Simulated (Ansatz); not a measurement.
Molecule (SMILES): Cl[B]Cl, doublet.
Atoms: B1, Cl2, Cl3. Bonds: B1-Cl2, B1-Cl3.

Basis-set convergence of the highest harmonic wavenumber at PBE with Ansatz (an electronic-structure program). Each level at its own minimum, finite differences of forces, unscaled; the reference is a large set that could be run, not a limit. Cartesian d functions, on some or all atoms, in 6-311G**, 6-311+G**; all else is spherical. The program fits the integrals of some runs and decomposes those of others, by size. Open shells are unrestricted. No added dispersion term, no relativity. Reference: the value in aug-pcseg-2, 974 cm⁻¹, itself unsure by roughly 1 cm⁻¹ (its mean distance from aug-cc-pV(T+d)Z, def2-TZVPPD). Deviations are taken from unrounded values.

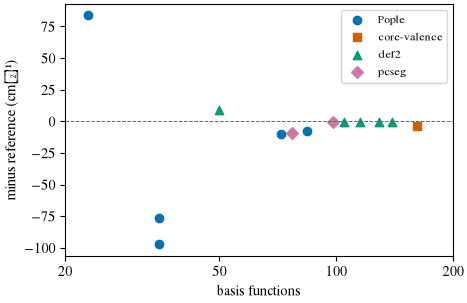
Figure. Deviation from the reference against the number of basis functions, by family of sets.

```json
[
 {"basis": "STO-3G", "functions": "23", "highest harmonic wavenumber (cm⁻¹)": "1057", "minus reference (cm⁻¹)": "84"},
 {"basis": "3-21G", "functions": "35", "highest harmonic wavenumber (cm⁻¹)": "876", "minus reference (cm⁻¹)": "-97"},
 {"basis": "6-31G", "functions": "35", "highest harmonic wavenumber (cm⁻¹)": "897", "minus reference (cm⁻¹)": "-77"},
 {"basis": "def2-SVP", "functions": "50", "highest harmonic wavenumber (cm⁻¹)": "983", "minus reference (cm⁻¹)": "9"},
 {"basis": "6-311G**", "functions": "72", "highest harmonic wavenumber (cm⁻¹)": "964", "minus reference (cm⁻¹)": "-10"},
 {"basis": "aug-pcseg-1", "functions": "77", "highest harmonic wavenumber (cm⁻¹)": "964", "minus reference (cm⁻¹)": "-9"},
 {"basis": "6-311+G**", "functions": "84", "highest harmonic wavenumber (cm⁻¹)": "966", "minus reference (cm⁻¹)": "-8"},
 {"basis": "pcseg-2", "functions": "98", "highest harmonic wavenumber (cm⁻¹)": "973", "minus reference (cm⁻¹)": "-1"},
 {"basis": "def2-TZVP", "functions": "105", "highest harmonic wavenumber (cm⁻¹)": "973", "minus reference (cm⁻¹)": "0"},
 {"basis": "def2-TZVPP", "functions": "115", "highest harmonic wavenumber (cm⁻¹)": "973", "minus reference (cm⁻¹)": "0"},
 {"basis": "def2-TZVPD", "functions": "129", "highest harmonic wavenumber (cm⁻¹)": "973", "minus reference (cm⁻¹)": "-1"},
 {"basis": "def2-TZVPPD", "functions": "139", "highest harmonic wavenumber (cm⁻¹)": "973", "minus reference (cm⁻¹)": "-1"},
 {"basis": "cc-pCVTZ", "functions": "161", "highest harmonic wavenumber (cm⁻¹)": "970", "minus reference (cm⁻¹)": "-3"}
]
```
